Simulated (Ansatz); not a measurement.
SnS (GeS type, space group Pnma)

```yaml
crystal:
  lattice:
    - [11.15496, 0.00000, 0.00000]
    - [0.00000, 3.99977, 0.00000]
    - [0.00000, 0.00000, 4.26144]
  atoms:
    - { symbol: Sn, position: [0.61841, 0.75000, 0.61182] }
    - { symbol: Sn, position: [0.88159, 0.25000, 0.11182] }
    - { symbol: Sn, position: [0.38159, 0.25000, 0.38818] }
    - { symbol: Sn, position: [0.11841, 0.75000, 0.88818] }
    - { symbol: S, position: [0.35287, 0.75000, 0.97527] }
    - { symbol: S, position: [0.14713, 0.25000, 0.47527] }
    - { symbol: S, position: [0.64713, 0.25000, 0.02473] }
    - { symbol: S, position: [0.85287, 0.75000, 0.52473] }
```

E(V) scan at fixed shape, V₀ the volume above. The atoms relax within the cell's symmetry.

Computed with PBE-D3(BJ) (plane waves to 420 eV, PAW, scalar-relativistic; Ansatz, a quantum-chemistry and plane-wave program). k mesh 3×8×8 (Γ-centred), Fermi-Dirac smearing 0.05 eV. E stands for the smeared free energy. With the shape held, the modulus is that of even scaling; a crystal free to change shape is softer. SnS was relaxed with its symmetry unable to fall. The zero of ΔE is the relaxed starting cell.

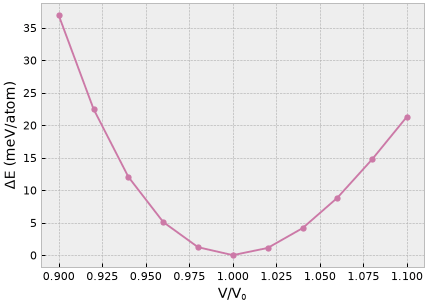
Figure. ΔE (meV/atom) against V/V₀; one marker a computed point.

Question: What is ΔE at V/V₀ = 0.900?

Answer: About 37 meV/atom.

Question: What is ΔE at V/V₀ = 1.100?

Answer: About 21 meV/atom.

Question: What bulk modulus at fixed cell shape B₀ follows from a third-order Birch-Murnaghan fit?

Answer: About 37 GPa.

(A scan under strain: stresses follow from slopes of the energy per volume, elastic moduli from its curvatures.)
